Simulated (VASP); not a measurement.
Band structure of PdSb (relaxed from the rock salt structure, space group Fm-3m). Method: PBEsol GGA, VASP's PBE PAW potentials (set 64) (plane waves; VASP).

Unless said otherwise, spin-orbit coupling is left out, though it shifts the bands of the heavy elements here.

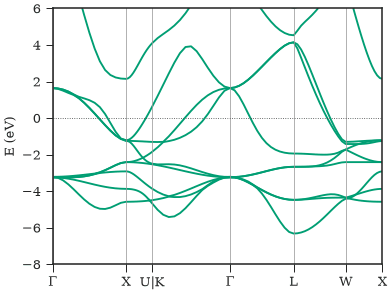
Fig. 1. Bands along high-symmetry lines, zero at the valence-band maximum or, without a gap, the Fermi level

Question: Read the plot: is there a gap, and where are the band edges?

Answer: It has no gap at this level: it comes out as a metal or semimetal. (Edges off the drawn lines would not show.)

The structure was generated: PdSb was put into the rock salt type (Fm-3m), which need not be its known phase. It was relaxed first, which changed the volume by -25 %. The electron count is odd and the run is not spin-polarised, which forces a metal.
